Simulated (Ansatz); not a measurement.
# Calculations on GaAlNH₇O

**1. Relaxation**

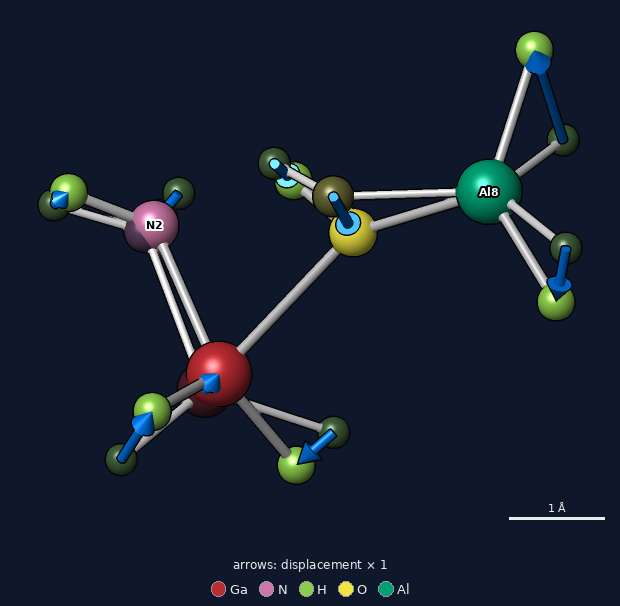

A relaxation of GaAlNH₇O. The starting structure is drawn faded, the final one solid; blue arrows show the displacements, at their true length. The two geometries are superimposed by the best rigid fit.

A ball-and-stick model, seen at a tilt.

The run prepares an end point of a later path (reaction) calculation, from a guessed geometry.

The calculation used RKS B3LYP-D4/def2-SVP (Ansatz 0.2.0).

The input:
```yaml
crystal:
  periodic: [false, false, false]
  atoms:
    - { symbol: Ga, position_ang: [0.24176, -0.126485, 0.10649] }
    - { symbol: "N", position_ang: [0.035859, -0.368558, 1.979108] }
    - { symbol: H, position_ang: [-0.800132, -0.802787, 2.361928] }
    - { symbol: H, position_ang: [0.840981, -0.564629, 2.568508] }
    - { symbol: H, position_ang: [1.689391, 0.119908, -0.420508] }
    - { symbol: H, position_ang: [-1.093975, -0.203787, -0.708962] }
    - { symbol: O, position_ang: [-0.482639, 2.559775, 1.178036] }
    - { symbol: Al, position_ang: [-1.944575, 3.251812, 0.606202] }
    - { symbol: H, position_ang: [-3.344108, 2.653291, 1.054591] }
    - { symbol: H, position_ang: [-1.769197, 4.423417, -0.440775] }
    - { symbol: H, position_ang: [-0.404163, 1.837744, 1.846582] }
basis:
  gaussian: { orbitals: def2-SVP }
hamiltonian:
  xc: b3lyp
  dispersion: d4
relax:
  f_tol: 0.03
  max_steps: 50
```

Command:
```bash
ansatz run input.yaml --threads 4 --pin off --max-ram 5120MiB --backend cpu --events-out ev --progress --plain --runs-dir out
```

**Which element moves most?**

Hydrogen: up to 1.63 Å, against 0.98 Å for oxygen.

**What did the optimiser do to the structure, and how much energy did it gain?**

The atom that moves furthest after the best rigid fit is H9 (1.63 Å). Largest moves by element: H 1.63 Å, O 0.98 Å, Ga 0.32 Å, N 0.11 Å, Al 0.09 Å. Near-neighbour distances that change, for instance: Ga1–O7 2.981 → 2.144 Å, Ga1–H11 2.702 → 2.195 Å, O7–H11 0.987 → 1.010 Å, Ga1–N2 1.899 → 1.921 Å. New bonds form, among them: Ga1–O7 (2.98 → 2.14 Å). Bond angles that change, for instance: Al8–O7–H11 126.1° → 131.3°, Ga1–N2–H3 121.0° → 117.3°, H3–N2–H4 110.5° → 107.4°. Over 18 accepted moves (20 points after the start) the energy falls by 35.6 kJ/mol. Largest force component: 1 eV/Å at the start, 0.013 eV/Å at the end. The line search rejected the trial steps at points 3, 19 of the run. The run took 49 s on 4 threads of Arm Neoverse V1, with other jobs on the host, peak memory 0.27 GiB.

Limits of the set-up: the start holds two separate molecules, 2.3 Å apart at their closest, whose relative position is a soft coordinate.

**2. Relaxation**

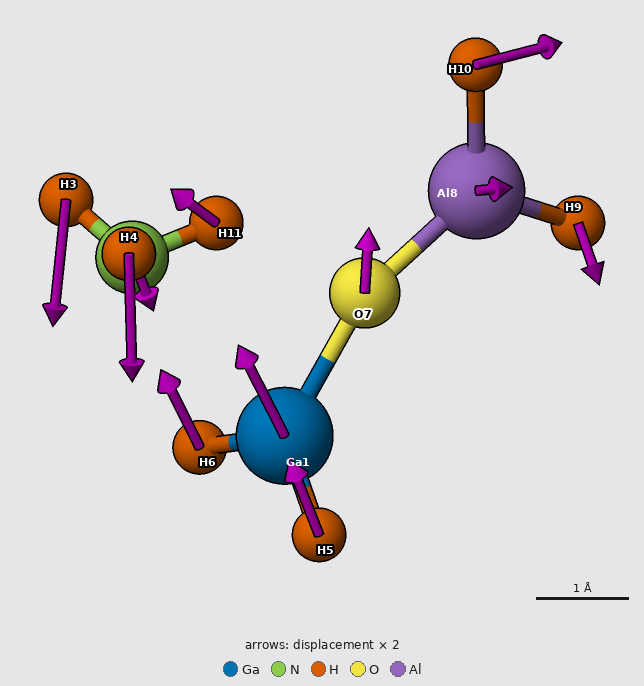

A relaxation of GaAlNH$_{7}$O. The starting structure is drawn; purple arrows show the displacements, magnified 2 times. The two geometries are superimposed by the best rigid fit.

A ball-and-stick model, seen at a tilt.

The run prepares an end point of a later path (reaction) calculation, from a guessed geometry.

The calculation used Ansatz, RKS B3LYP-D4/def2-SVP.

Input
```yaml
crystal:
  periodic: [false, false, false]
  atoms:
    - { symbol: Ga, position_ang: [-0.242964, 0.185715, -0.494851] }
    - { symbol: "N", position_ang: [0.217683, 0.096315, 2.580576] }
    - { symbol: H, position_ang: [-0.407952, -0.352459, 3.251372] }
    - { symbol: H, position_ang: [1.059653, 0.372782, 3.088215] }
    - { symbol: H, position_ang: [1.231441, 0.344373, -0.997997] }
    - { symbol: H, position_ang: [-1.222089, -1.021748, -0.672279] }
    - { symbol: O, position_ang: [-0.957424, 1.654656, 0.260686] }
    - { symbol: Al, position_ang: [-1.882264, 3.080462, 0.276347] }
    - { symbol: H, position_ang: [-2.618949, 3.571596, -1.040298] }
    - { symbol: H, position_ang: [-1.95693, 3.88675, 1.637717] }
    - { symbol: H, position_ang: [-0.251006, 0.961257, 2.241711] }
basis:
  gaussian: { orbitals: def2-SVP }
hamiltonian:
  xc: b3lyp
  dispersion: d4
relax:
  f_tol: 0.03
  max_steps: 50
```

Command:
```bash
ansatz run input.yaml --threads 4 --pin off --max-ram 5120MiB --backend cpu --events-out ev --progress --plain --runs-dir out
```

Question: Describe the change and its energy.

Answer: H4 moves most after the best rigid fit: 0.75 Å. By element the largest moves are H 0.75 Å, Ga 0.64 Å, O 0.37 Å, N 0.36 Å, Al 0.22 Å. Among the contacts that change: Ga1–N2 3.111 → 2.155 Å, Ga1–O7 1.800 → 1.837 Å, N2–H11 1.040 → 1.024 Å, Ga1–H6 1.565 → 1.577 Å. New bonds form, among them: Ga1–N2 (3.11 → 2.15 Å). Among the angles between lasting bonds that change: H5–Ga1–H6 129.1° → 124.7°. Over 11 accepted moves (12 points after the start) the energy falls by 0.702 eV. Largest force component: 0.67 eV/Å at the start, 0.0047 eV/Å at the end. The line search rejected the trial step at point 11 of the run. The run took 32 s on 4 threads of Arm Neoverse V1 (shared host), peak memory 0.27 GiB.

Limits of the set-up: the start holds two separate molecules, 2.2 Å apart at their closest, whose relative position is a soft coordinate.

**3. Path**

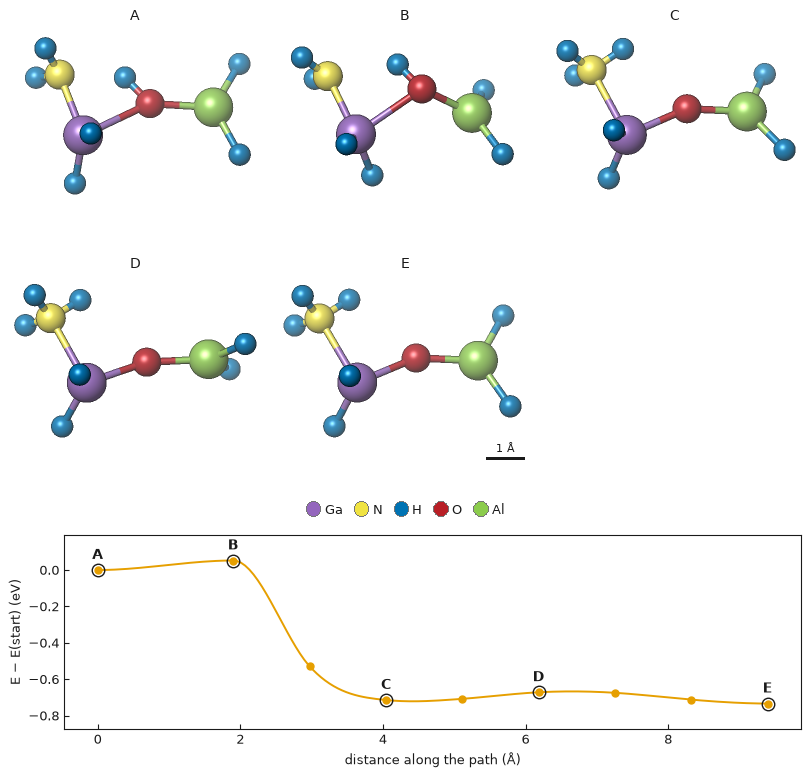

A nudged-elastic-band calculation for GaAlNH7O. Images are numbered from 0 (start) to 8 (end). Frames A to E are images 0, 1, 3, 5, 8. Style: ball-and-stick. Shown at a tilt.

The calculation used RKS B3LYP-D4/def2-SVP in Ansatz 0.2.0. Run with 7 movable images; climbing image; force threshold 0.03 eV/Å; iteration limit 60; starting path through a guess of the saddle point.

Question: Describe the mechanism and the energy profile.

Answer: The path has more than one stage, and so few images may leave a stage unresolved. Breaking: H–O (1.01 → 2.45 Å). Forming: H–N (1.78 → 1.02 Å). The highest point, image 1, lies 0.05 eV above the start and 0.79 eV above the end; the end is at −0.73 eV relative to the start. The band converged in 35 iterations. The largest component of the band force went from 29 to 0.027 eV/Å. The climbing image converged on the top of the path. Its vibrational analysis gives one imaginary mode (91i cm⁻¹), as a transition state must have.

Cost: 8.8 min on 4 threads of Arm Neoverse V1 (shared host), peak memory 0.28 GiB.
